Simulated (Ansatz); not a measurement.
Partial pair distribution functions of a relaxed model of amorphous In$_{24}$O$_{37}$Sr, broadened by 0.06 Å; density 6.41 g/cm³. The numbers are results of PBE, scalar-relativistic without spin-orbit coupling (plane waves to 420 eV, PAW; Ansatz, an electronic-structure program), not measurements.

It comes from a melt-quench run on a machine-learned potential (CHGNet), relaxed afterwards by DFT. O atoms were pushed apart under 1.9 Å during the dynamics, to hinder bonds among them. The hot cell started wider than the set density and was brought back towards it in steps. It is the lowest in DFT energy of 2 quenches. It is a model cell: composition and starting density were chosen by hand, and all elements were melted together. No dispersion term was used. Its density started from a set value of 6.45 and ended at 6.41 g/cm³. The quench (nominally 280 K/ps over its main leg) was far faster than any real one, so the model tends to hold more defects than a real film. One small periodic cell is one sample of the glass; other quenches scatter about these values. Volume and shape were free in the relaxation.

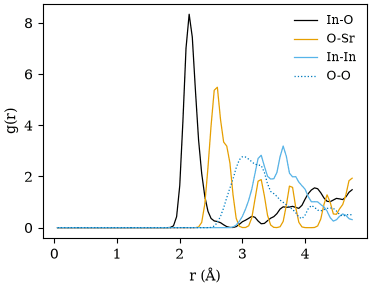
*Partial pair distribution functions*

Highest peaks under 4.5 Å: In-O near 2.15 Å, O-Sr near 2.60 Å, In-In near 3.65 Å, O-O near 3.00 Å; pairs of few atoms are noisy.

Within 2.76 Å each In has 5.42 O neighbours on average.
